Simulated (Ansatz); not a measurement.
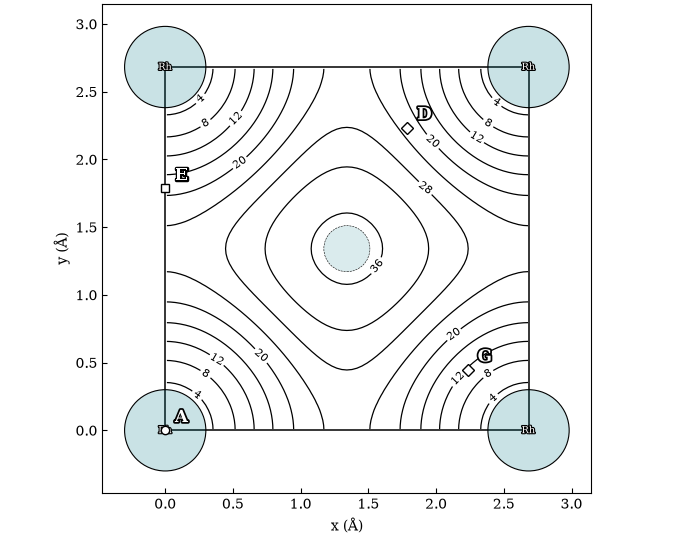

N₂ on a Rh(100) slab cut from the Fm-3m phase, its upper half relaxed before the scan (12 atoms of substrate and one adsorbate in a 2 × 2 cell). 
- N2 is moved over the surface cell at a fixed height above a rigid substrate; the origin of the map has the adsorbate above Rh9; the height is held at 3.10 Å.
- Places are given modulo a cell vector. The map is drawn in real space over the plane of the surface.
- Grid: 6 × 6 points; 10 points were computed and 26 follow by symmetry.
- Places are given in fractions of the 1 × 1 surface cell.
- All energies are given in meV relative to the lowest grid point.
- At a fixed height the lowest place need not be the adsorption site.
- Method: DFT PBE+D3(BJ), scalar-relativistic, plane waves, PAW in Ansatz. Settings: cutoff 420 eV, k-mesh 5×5×1, gaussian smearing 0.1 eV, no spin polarisation.

The picture shows contour lines labelled in meV, labelled circles for the atoms of the top layer and small ones for the second layer, the outline of one cell of the plane, lettered points. Between grid points the surface is interpolated.

What kind of point is each of A, D, E, G: minimum, saddle, maximum or slope?

A: minimum; D: on a slope; E: on a slope; G: on a slope. (In these two coordinates alone; a stationary point may lie a little off the grid point.)

Rank the lettered points by energy, lowest first.

A (0.0 meV), G (11.6 meV), E (18.7 meV), D (22.5 meV).

PAW datasets: the set soft_1.
